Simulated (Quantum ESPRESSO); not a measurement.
**VSb: energy against a fixed spin moment**

How stiff is the total moment of VSb, and does E(M) have further minima?

Program: Quantum ESPRESSO 7.5. Level of theory: LDA; plane waves with GBRV 1.5 LDA potentials, no spin-orbit coupling. Results are calculated unless marked as measured.

### Step 1. The starting structure

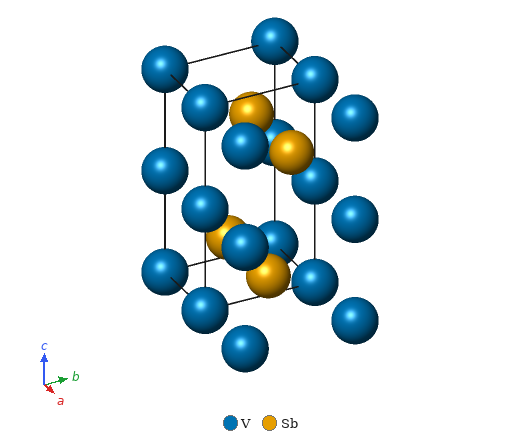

The starting structure, seen slightly off an axis (vanadium blue, antimony orange). 2×1×1 cells are drawn. Some periodic images of atoms are drawn too.

The cell comes from Materials Project 2023-11-01, a database of computed structures, and need not be the stable phase.

### Step 2. The free run

ASE passes magmoms on as starting_magnetization. pw.x reads values of 1 or more as Bohr magnetons; where all are smaller, it reads them as fractions of the valence charge.

File pw.py:

```python
from ase import Atoms
from ase.calculators.espresso import Espresso, EspressoProfile

atoms = Atoms(['V', 'V', 'Sb', 'Sb'],
    cell=[[4.14005783, 0.0, 0.0],
         [-2.07002891, 3.58539525, 0.0],
         [0.0, 0.0, 5.590919]],
    scaled_positions=[[0.0, 0.0, 0.0],
         [0.0, 0.0, 0.5],
         [0.66666667, 0.33333333, 0.25],
         [0.33333333, 0.66666667, 0.75]],
    pbc=True,
    magmoms=[1.5, 1.5, 0.0, 0.0])
input_data = {
    'control': {'calculation': 'scf', 'prefix': 'pwscf', 'outdir': './tmp', 'disk_io': 'nowf'},
    'system': {'ecutwfc': 40.0, 'ecutrho': 280.0, 'nbnd': 39, 'occupations': 'smearing', 'smearing': 'fd', 'degauss': 0.00999582, 'nspin': 2},
    'electrons': {'conv_thr': 8e-09, 'electron_maxstep': 150, 'mixing_beta': 0.3},
}
atoms.calc = Espresso(
    profile=EspressoProfile(command='mpirun -n 4 pw.x -nk 4', pseudo_dir='pseudo'),
    pseudopotentials={'V': 'v_lda_v1.4.uspp.F.UPF', 'Sb': 'sb_lda_v1.4.uspp.F.UPF'},
    input_data=input_data,
    kpts=(8, 8, 8),
    koffset=(0, 0, 0))
atoms.get_potential_energy()
energy = atoms.calc.results['free_energy']
print(f'free energy: {energy:.6f} eV')
print('site moments (muB):', atoms.get_magnetic_moments().round(3))
```

File espresso.pwi:

```
&CONTROL
   calculation      = 'scf'
   outdir           = './tmp'
   prefix           = 'pwscf'
   disk_io          = 'nowf'
   pseudo_dir       = 'pseudo'
/
&SYSTEM
   nbnd             = 39
   ecutwfc          = 40.0
   ecutrho          = 280.0
   occupations      = 'smearing'
   degauss          = 0.00999582
   smearing         = 'fd'
   nspin            = 2
   starting_magnetization(1) = 1.5
   starting_magnetization(2) = 0.0
   ntyp             = 2
   nat              = 4
   ibrav            = 0
/
&ELECTRONS
   electron_maxstep = 150
   conv_thr         = 8e-09
   mixing_beta      = 0.3
/
&IONS
/
&CELL
/
&FCP
/
&RISM
/
ATOMIC_SPECIES
V  50.9415 v_lda_v1.4.uspp.F.UPF
Sb  121.76 sb_lda_v1.4.uspp.F.UPF

K_POINTS automatic
8 8 8  0 0 0

CELL_PARAMETERS angstrom
4.14005783000000 0.00000000000000 0.00000000000000
-2.07002891000000 3.58539525000000 0.00000000000000
0.00000000000000 0.00000000000000 5.59091900000000

ATOMIC_POSITIONS angstrom
V  0.0000000000 0.0000000000 0.0000000000  
V  0.0000000000 0.0000000000 2.7954595000  
Sb  2.0700289374 1.1951317380 1.3977297500  
Sb  -0.0000000174 2.3902635120 4.1931892500
```

Launch:

```console
> OMP_NUM_THREADS=1 python3 pw.py > pw.log
```

Log:

```text
free energy: -8970.077333 eV
site moments (muB): [ 1.085  1.085 -0.046 -0.046]

--- espresso.pwo ---
Program PWSCF v.7.5 starts

Warning: card &CELL ignored
Warning: card &FCP ignored
Warning: card &RISM ignored

     Message from routine setup:
     using ibrav=0 with symmetry is DISCOURAGED, use correct ibrav instead

     K-points division:     npool     =       4
     Subspace diagonalization in iterative solution of the eigenvalue problem:

     G-vector sticks info
     --------------------
     sticks:   dense  smooth     PW     G-vecs:    dense   smooth      PW
     Sum        1177     673    199                44193    19219    3113

     Using Slab Decomposition

     bravais-lattice index     =            0
     lattice parameter (alat)  =       7.8236  a.u.
     unit-cell volume          =     560.0454 (a.u.)^3
     number of atoms/cell      =            4
     number of atomic types    =            2
     number of electrons       =        56.00
     number of Kohn-Sham states=           39
     kinetic-energy cutoff     =      40.0000  Ry
     charge density cutoff     =     280.0000  Ry
     scf convergence threshold =      8.0E-09
     mixing beta               =       0.3000
     number of iterations used =            8  plain     mixing
     Exchange-correlation=  SLA  PZ   NOGX NOGC
                           (   1   1   0   0   0   0   0)

     celldm(1)=   7.823575  celldm(2)=   0.000000  celldm(3)=   0.000000
     celldm(4)=   0.000000  celldm(5)=   0.000000  celldm(6)=   0.000000

     crystal axes: (cart. coord. in units of alat)
               a(1) = (   1.000000   0.000000   0.000000 )
               a(2) = (  -0.500000   0.866025   0.000000 )
               a(3) = (   0.000000   0.000000   1.350445 )

     reciprocal axes: (cart. coord. in units 2 pi/alat)
               b(1) = (  1.000000  0.577350 -0.000000 )
               b(2) = (  0.000000  1.154701  0.000000 )
               b(3) = (  0.000000 -0.000000  0.740497 )

     PseudoPot. # 1 for V  read from file:
     v_lda_v1.4.uspp.F.UPF
     Pseudo is Ultrasoft + core correction, Zval = 13.0
     Generated by new atomic code, or converted to UPF format
     Using radial grid of  853 points,  6 beta functions with:
                l(1) =   0
                l(2) =   0
                l(3) =   1
                l(4) =   1
                l(5) =   2
                l(6) =   2
     Q(r) pseudized with  8 coefficients,  rinner =    1.100   1.100   1.100
                                                       1.100   1.100

     PseudoPot. # 2 for Sb read from file:
     sb_lda_v1.4.uspp.F.UPF
     Pseudo is Ultrasoft + core correction, Zval = 15.0
     Generated by new atomic code, or converted to UPF format
     Using radial grid of  891 points,  6 beta functions with:
                l(1) =   0
                l(2) =   0
                l(3) =   1
                l(4) =   1
                l(5) =   2
                l(6) =   2
     Q(r) pseudized with  8 coefficients,  rinner =    1.350   1.350   1.350
                                                       1.350   1.350

     atomic species   valence    mass     pseudopotential
     V                13.00    50.94150     V ( 1.00)
     Sb               15.00   121.76000     Sb( 1.00)

     Starting magnetic structure
     atomic species   magnetization
     V               0.115
     Sb              0.000

     24 Sym. Ops., with inversion, found (12 have fractional translation)

   Cartesian axes

     site n.     atom                  positions (alat units)
         1        V      tau(   1) = (   0.0000000   0.0000000   0.0000000  )
         2        V      tau(   2) = (   0.0000000   0.0000000   0.6752223  )
         3        Sb     tau(   3) = (   0.5000000   0.2886751   0.3376112  )
         4        Sb     tau(   4) = (  -0.0000000   0.5773503   1.0128335  )

     number of k points=    50  Fermi-Dirac smearing, width (Ry)=  0.0100
                       cart. coord. in units 2pi/alat
        k(    1) = (   0.0000000   0.0000000   0.0000000), wk =   0.0019531
        k(    2) = (   0.0000000   0.0000000   0.0925621), wk =   0.0039062
        k(    3) = (   0.0000000   0.0000000   0.1851242), wk =   0.0039062
        k(    4) = (   0.0000000   0.0000000   0.2776863), wk =   0.0039062
        k(    5) = (   0.0000000   0.0000000  -0.3702484), wk =   0.0019531
        [... 45 further k-points ...]

     Dense  grid:    44193 G-vectors     FFT dimensions: (  45,  45,  60)

     Smooth grid:    19219 G-vectors     FFT dimensions: (  32,  32,  48)

     Check: negative core charge=   -0.000004
     Generating pointlists ...
     new r_m :   0.2759 (alat units)  2.1584 (a.u.) for type    1
     new r_m :   0.2759 (alat units)  2.1584 (a.u.) for type    2

     Initial potential from superposition of free atoms

     starting charge      53.9979, renormalised to      56.0000

     negative rho (up, down):  8.268E-04 6.548E-04
     Starting wfcs are   38 randomized atomic wfcs +    1 random wfcs

     Self-consistent Calculation

     iteration #  1     ecut=    40.00 Ry     beta= 0.30
     Davidson diagonalization with overlap
     ethr =  1.00E-02,  avg # of iterations =  4.8

     negative rho (up, down):  8.989E-04 9.735E-04

     total energy              =    -659.00501481 Ry
     estimated scf accuracy    <       2.14039837 Ry

     total magnetization       =     1.81 Bohr mag/cell
     absolute magnetization    =     1.92 Bohr mag/cell

     iteration #  2     ecut=    40.00 Ry     beta= 0.30
     Davidson diagonalization with overlap
     ethr =  3.82E-03,  avg # of iterations =  2.3

     negative rho (up, down):  6.772E-04 1.033E-03

     total energy              =    -659.21975017 Ry
     estimated scf accuracy    <       0.57691445 Ry

     total magnetization       =     2.51 Bohr mag/cell
     absolute magnetization    =     2.78 Bohr mag/cell

     iteration #  3     ecut=    40.00 Ry     beta= 0.30
     Davidson diagonalization with overlap
     ethr =  1.03E-03,  avg # of iterations =  1.7

     negative rho (up, down):  5.035E-04 1.232E-03

     total energy              =    -659.26735251 Ry
     estimated scf accuracy    <       0.10993199 Ry

     total magnetization       =     2.27 Bohr mag/cell
     absolute magnetization    =     2.48 Bohr mag/cell

     [... further iterations left out ...]

     iteration # 11     ecut=    40.00 Ry     beta= 0.30
     Davidson diagonalization with overlap
     ethr =  3.53E-10,  avg # of iterations =  1.4

     negative rho (up, down):  2.093E-04 1.384E-03

     total energy              =    -659.28858126 Ry
     estimated scf accuracy    <       0.00000007 Ry

     total magnetization       =     2.34 Bohr mag/cell
     absolute magnetization    =     2.59 Bohr mag/cell

     iteration # 12     ecut=    40.00 Ry     beta= 0.30
     Davidson diagonalization with overlap
     ethr =  1.29E-10,  avg # of iterations =  2.6

     negative rho (up, down):  2.095E-04 1.384E-03

     total energy              =    -659.28858134 Ry
     estimated scf accuracy    <       0.00000003 Ry

     total magnetization       =     2.33 Bohr mag/cell
     absolute magnetization    =     2.58 Bohr mag/cell

     iteration # 13     ecut=    40.00 Ry     beta= 0.30
     Davidson diagonalization with overlap
     ethr =  4.93E-11,  avg # of iterations =  1.7

     negative rho (up, down):  2.095E-04 1.384E-03

     total energy              =    -659.28858134 Ry
     estimated scf accuracy    <       0.00000003 Ry

     total magnetization       =     2.33 Bohr mag/cell
     absolute magnetization    =     2.58 Bohr mag/cell

     iteration # 14     ecut=    40.00 Ry     beta= 0.30
     Davidson diagonalization with overlap
     ethr =  4.93E-11,  avg # of iterations =  2.2

     negative rho (up, down):  2.095E-04 1.384E-03

     Magnetic moment per site  (integrated on atomic sphere of radius R)
     atom   1 (R=0.276)  charge= 11.5116  magn=  1.0848
     atom   2 (R=0.276)  charge= 11.5116  magn=  1.0848
     atom   3 (R=0.276)  charge= 12.5010  magn= -0.0464
     atom   4 (R=0.276)  charge= 12.5010  magn= -0.0464

     End of self-consistent calculation

     Number of k-points >= 100: set verbosity='high' to print the bands.

     the Fermi energy is    12.5888 ev

!    total energy              =    -659.28858134 Ry
     estimated scf accuracy    <          7.6E-11 Ry
     smearing contrib. (-TS)   =      -0.02033728 Ry
     internal energy E=F+TS    =    -659.26824406 Ry

     The total energy is F=E-TS. E is the sum of the following terms:
     one-electron contribution =    -271.14082347 Ry
     hartree contribution      =     163.70587289 Ry
     xc contribution           =    -125.73644318 Ry
     ewald contribution        =    -426.09685030 Ry

     total magnetization       =     2.33 Bohr mag/cell
     absolute magnetization    =     2.58 Bohr mag/cell

     convergence has been achieved in  14 iterations

=------------------------------------------------------------------------------=
   JOB DONE.
=------------------------------------------------------------------------------=
```

Elapsed: 55 s, on 4 MPI ranks of Arm Neoverse V1, shared host; peak memory 0.64 GiB.

Spin moment in the atom's sphere by atom:

| atom | spin moment in the atom's sphere (μB) |
| --- | --- |
| V1 | 1.08 |
| V2 | 1.08 |
| Sb3 | -0.05 |
| Sb4 | -0.05 |

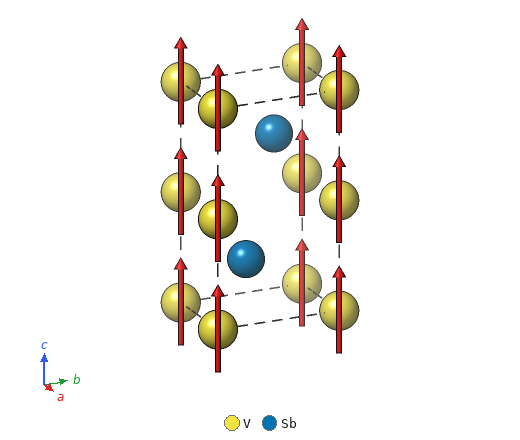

Spin moment in the atom's sphere as arrows, the longest 1.08 μB. Up and down stand for the sign. Arrows give size and sign along the axis of quantisation, drawn up and down the page. Some periodic images of atoms are drawn too.

This step gave:

| Quantity | Value |
| --- | --- |
| smearing term TS | 0.2767 eV |
| magnetization | 2.334 μB |
| absolute magnetization | 2.583 μB |
| final state | ferromagnetic |

### Step 3. Moment fixed at 0 μB

The two spin channels are filled to separate Fermi energies, so that the total moment meets the target. Half of the up one less the down one is the slope dE/dM.

pw.py: that of step 2 with these lines changed.

```diff
@@ -12,6 +12,6 @@
     pbc=True,
-    magmoms=[1.5, 1.5, 0.0, 0.0])
+    magmoms=[0.075, 0.075, 0.0, 0.0])
 input_data = {
     'control': {'calculation': 'scf', 'prefix': 'pwscf', 'outdir': './tmp', 'disk_io': 'nowf'},
-    'system': {'ecutwfc': 40.0, 'ecutrho': 280.0, 'nbnd': 39, 'occupations': 'smearing', 'smearing': 'fd', 'degauss': 0.00999582, 'nspin': 2},
+    'system': {'ecutwfc': 40.0, 'ecutrho': 280.0, 'nbnd': 39, 'occupations': 'smearing', 'smearing': 'fd', 'degauss': 0.00999582, 'nspin': 2, 'tot_magnetization': 0.0},
     'electrons': {'conv_thr': 8e-09, 'electron_maxstep': 150, 'mixing_beta': 0.3},
```

espresso.pwi: that of step 2 with these lines changed.

```diff
@@ -9,2 +9,3 @@
    nbnd             = 39
+   tot_magnetization = 0.0
    ecutwfc          = 40.0
@@ -15,3 +16,3 @@
    nspin            = 2
-   starting_magnetization(1) = 1.5
+   starting_magnetization(1) = 0.075
    starting_magnetization(2) = 0.0
```

Launch:

```console
> OMP_NUM_THREADS=1 python3 pw.py > pw.log
```

Log:

```text
     [... lines left out ...]
free energy: -8969.992105 eV
site moments (muB): [ 0.  0. -0. -0.]
--- espresso.pwo ---
Program PWSCF v.7.5 starts
     [... lines left out ...]
     number of atoms/cell      =            4
     [... lines left out ...]
     number of electrons       =        56.00 (up:  28.00, down:  28.00)
     number of Kohn-Sham states=           39
     kinetic-energy cutoff     =      40.0000  Ry
     charge density cutoff     =     280.0000  Ry
     scf convergence threshold =      8.0E-09
     [... lines left out ...]
     24 Sym. Ops., with inversion, found (12 have fractional translation)
     [... lines left out ...]
     number of k points=    50  Fermi-Dirac smearing, width (Ry)=  0.0100
     [... lines left out ...]
     iteration # 12     ecut=    40.00 Ry     beta= 0.30
     [... lines left out ...]
     Magnetic moment per site  (integrated on atomic sphere of radius R)
     atom   1 (R=0.276)  charge= 11.5070  magn=  0.0000
     atom   2 (R=0.276)  charge= 11.5070  magn=  0.0000
     atom   3 (R=0.276)  charge= 12.4958  magn= -0.0000
     atom   4 (R=0.276)  charge= 12.4958  magn= -0.0000
     [... lines left out ...]
     the spin up/dw Fermi energies are    12.6414   12.6414 ev
!    total energy              =    -659.28231726 Ry
     estimated scf accuracy    <          1.4E-09 Ry
     smearing contrib. (-TS)   =      -0.03093768 Ry
     [... lines left out ...]
     total magnetization       =    -0.00 Bohr mag/cell
     absolute magnetization    =     0.00 Bohr mag/cell
     convergence has been achieved in  12 iterations
```

The job ended after 48 s (4 MPI ranks; peak memory 0.64 GiB; 3.1 min of CPU time).

Read from the output:

```yaml
magnetization: 0 μB
absolute_magnetization: 0 μB
half_the_difference_of_the_two_fermi_energies: 0 meV
largest_moment: 0 μB
```

### Step 4. Moment fixed at 0.353 μB

pw.py: that of step 3 with these lines changed.

```diff
@@ -12,6 +12,6 @@
     pbc=True,
-    magmoms=[0.075, 0.075, 0.0, 0.0])
+    magmoms=[0.1765, 0.1765, 0.0, 0.0])
 input_data = {
     'control': {'calculation': 'scf', 'prefix': 'pwscf', 'outdir': './tmp', 'disk_io': 'nowf'},
-    'system': {'ecutwfc': 40.0, 'ecutrho': 280.0, 'nbnd': 39, 'occupations': 'smearing', 'smearing': 'fd', 'degauss': 0.00999582, 'nspin': 2, 'tot_magnetization': 0.0},
+    'system': {'ecutwfc': 40.0, 'ecutrho': 280.0, 'nbnd': 39, 'occupations': 'smearing', 'smearing': 'fd', 'degauss': 0.00999582, 'nspin': 2, 'tot_magnetization': 0.353},
     'electrons': {'conv_thr': 8e-09, 'electron_maxstep': 150, 'mixing_beta': 0.3},
```

Launch:

```console
> OMP_NUM_THREADS=1 python3 pw.py > pw.log
```

Log:

```text
     [... lines left out ...]
free energy: -8969.995735 eV
site moments (muB): [ 0.167  0.167 -0.008 -0.008]
--- espresso.pwo ---
Program PWSCF v.7.5 starts
     [... lines left out ...]
     number of atoms/cell      =            4
     [... lines left out ...]
     number of electrons       =        56.00 (up:  28.18, down:  27.82)
     number of Kohn-Sham states=           39
     kinetic-energy cutoff     =      40.0000  Ry
     charge density cutoff     =     280.0000  Ry
     scf convergence threshold =      8.0E-09
     [... lines left out ...]
     24 Sym. Ops., with inversion, found (12 have fractional translation)
     [... lines left out ...]
     number of k points=    50  Fermi-Dirac smearing, width (Ry)=  0.0100
     [... lines left out ...]
     iteration # 12     ecut=    40.00 Ry     beta= 0.30
     [... lines left out ...]
     Magnetic moment per site  (integrated on atomic sphere of radius R)
     atom   1 (R=0.276)  charge= 11.5070  magn=  0.1673
     atom   2 (R=0.276)  charge= 11.5070  magn=  0.1673
     atom   3 (R=0.276)  charge= 12.4959  magn= -0.0080
     atom   4 (R=0.276)  charge= 12.4959  magn= -0.0080
     [... lines left out ...]
     the spin up/dw Fermi energies are    12.6209   12.6617 ev
!    total energy              =    -659.28258402 Ry
     estimated scf accuracy    <          3.3E-09 Ry
     smearing contrib. (-TS)   =      -0.03061290 Ry
     [... lines left out ...]
     total magnetization       =     0.35 Bohr mag/cell
     absolute magnetization    =     0.40 Bohr mag/cell
     convergence has been achieved in  12 iterations
```

The job ended after 48 s (4 MPI ranks; peak memory 0.64 GiB; 3.2 min of CPU time).

Spin moment in the atom's sphere by atom:

| atom | spin moment in the atom's sphere (μB) |
| --- | --- |
| V1 | 0.167 |
| V2 | 0.167 |
| Sb3 | -0.008 |
| Sb4 | -0.008 |

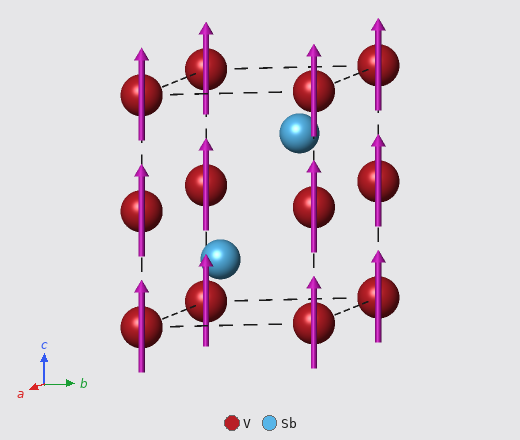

Spin moment in the atom's sphere as arrows, the longest 0.167 μB. Up and down stand for the sign. Arrows give size and sign along the axis of quantisation, drawn up and down the page. Some periodic images of atoms are drawn too.

Read from the output:

| Property | Result |
| --- | --- |
| magnetization | 0.353 μB |
| absolute magnetization | 0.398 μB |
| half the difference of the two Fermi energies | -20.4 meV |

(Continued in part 2 of 2.)

[Logs and program files are shortened in this print: banners, set-up blocks, solver, clock and traceback lines can be left out without a mark of their own.]

[Logs are printed without paths, hosts, clocks, repeated set-up lines and the standing remarks that a program may print on its own settings, such as how far it seeks lower states.]

[Hosts, paths, dates, database ids (printed as entryN), source tags and the programs' standing remarks are cut or masked in the printed files.]

[Where a cell is said to come from a database of computed structures, the database is the Materials Project.]
